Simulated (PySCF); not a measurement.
# F3OW (W(O)(F)3-): the cost of one run

Computed with PySCF 2.14.0. Level: r2SCAN, W def2-SVP with ECP60, O def2-SVP, F def2-SVP; scalar-relativistic core potentials, no spin–orbit coupling.

5 further runs of the same task are left out: 2 for a known fault of the program, 1 that didn't finish, 2 set aside as unsound or not needed. Runs told in other sessions of the task aren't counted.

### Step 1. The starting structure

5 atoms, charge -1, spin multiplicity 1.

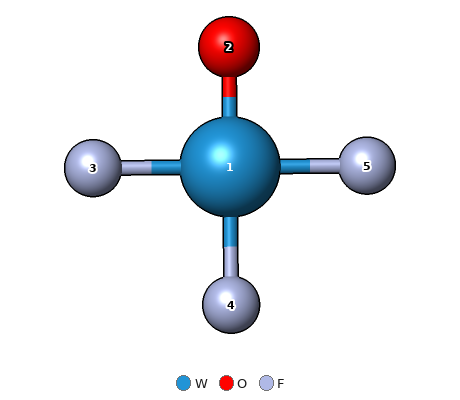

The starting geometry (tungsten blue, oxygen red, fluorine light blue); atoms are numbered from 1 in the order of the file.

As a file:

```xyz
5

W     0.0000    0.0000    0.0000
O     1.5096    0.0000    0.0000
F     0.0000    1.7372    0.0000
F    -1.7372    0.0000    0.0000
F     0.0000   -1.7372    0.0000
```

Formal oxidation states: W +4.

### Step 2. SCF at the start, singlet

Contents of run.py (the lines that set the calculation):

```python
mol = gto.M(atom='''
W      0.00000     0.00000     0.00000
O      1.50960     0.00000     0.00000
F      0.00000     1.73720     0.00000
F     -1.73720     0.00000     0.00000
F      0.00000    -1.73720     0.00000''',
    basis={'W': 'def2-SVP', 'O': 'def2-SVP', 'F': 'def2-SVP'},
    ecp={'W': 'def2-SVP'},
    charge=-1, spin=0)
mf = dft.RKS(mol, xc='R2SCAN')
mf.grids.atom_grid = (50, 194)
mf = mf.density_fit()  # fitting sets: W def2-universal-JKFIT, O def2-universal-JKFIT, F def2-universal-JKFIT
mf.conv_tol = 1e-08; mf.max_cycle = 55
mf.kernel(dm0)  # dm0: free metal ions and neutral atoms
```

Started as:

```console
$ OMP_NUM_THREADS=2 python run.py
```

Q: Estimate wall time and peak memory on 2 threads of Arm Neoverse V1, shared host.

About 13 s, with a peak of 0.58 GiB.
